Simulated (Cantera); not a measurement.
A closed system holds: 1 mol HBr, 0.047 mol O2, 0.83 mol H2, 0.051 mol H2O, at 54.0 bar.

Equilibrium computed with Cantera from the NASA thermochemical tables; the gas is ideal and each condensed phase is pure. Candidate condensed phases: Br2, H2O; 12 gas species. The ideal-gas law is rough above about 30 bar. Kinetics and transport are ignored.

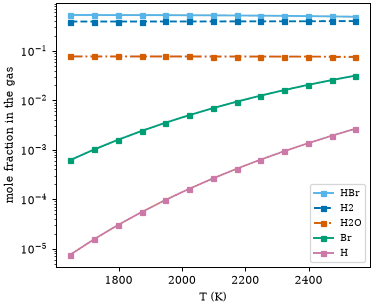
Fig. 1. Equilibrium gas composition (values under 1e-9 drawn at 1e-9)

From 1648 K to 2548 K nothing is condensed.
